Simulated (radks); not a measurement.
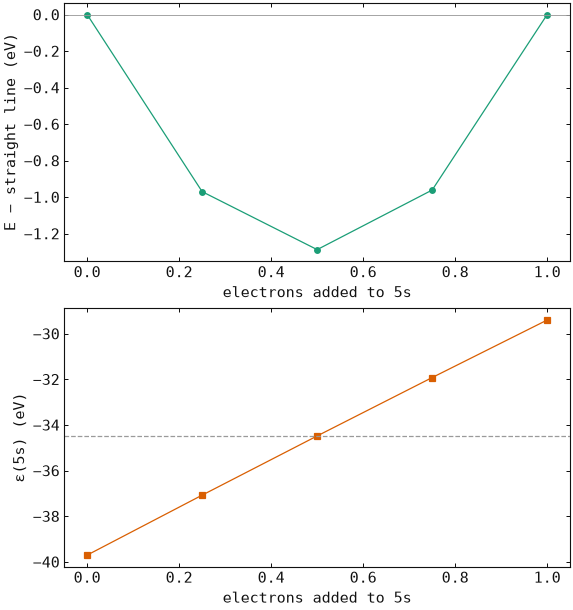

Theory: Dirac Kohn-Sham, PBE, spin-unpolarised, spherical densities, finite nucleus (computed with the in-house radial solver radks). The occupation of the 5s shell is varied from Sb³⁺ ([Kr] 4d10 5s1 5p1 (open shells shared over both j by 2j + 1)) to Sb²⁺ ([Kr] 4d10 5s2 5p1 (open shells shared over both j by 2j + 1)), with spherical fractional occupations. The plot shows the total energy less the straight line between the end points, and the eigenvalue of 5s (the dashed line is minus the energy to take the whole electron out).

Q: Is the energy convex or concave in the occupation, and by how much?

A: The curve is convex (below the straight line), with the largest deviation among the points computed, −1.29 eV, at 0.5. The end points differ by 34.5 eV, the energy to take the electron out. The eigenvalue, which is the slope of the energy (Janak's theorem), moves from −39.7 eV at 0 to −29.4 eV at 1; for a straight line it would stay constant, and a parabola would sag by an eighth of this change, scaled to a whole electron, 1.29 eV. Convexity is the delocalisation error: fractional charges are too low in energy. The shell lies under occupied ones, so the straight line is a guide here rather than an exact condition.
